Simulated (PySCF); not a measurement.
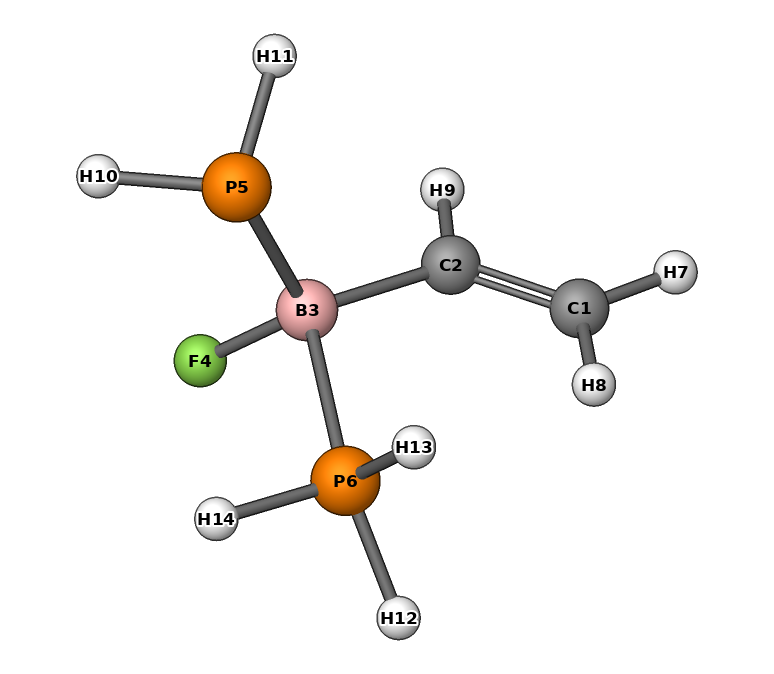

The questions are on isotropic NMR shieldings of the C atoms. Computed geometry: GFN2-xTB optimisation. No frequency run is at hand to confirm it as a minimum. Properties computed with GIAO PBE0/pcSseg-1 NMR shielding, non-relativistic, gas phase (PySCF 2.14.0).

Give the isotropic NMR shieldings of the C atoms atom by atom.

```tsv
atom	σ (ppm)
C1	59.8
C2	32.9
```

The geometry is semi-empirical. Around B, P such bond lengths and angles can be off by a tenth of an ångström or more and by several degrees, and values that hang on the shape move with them.
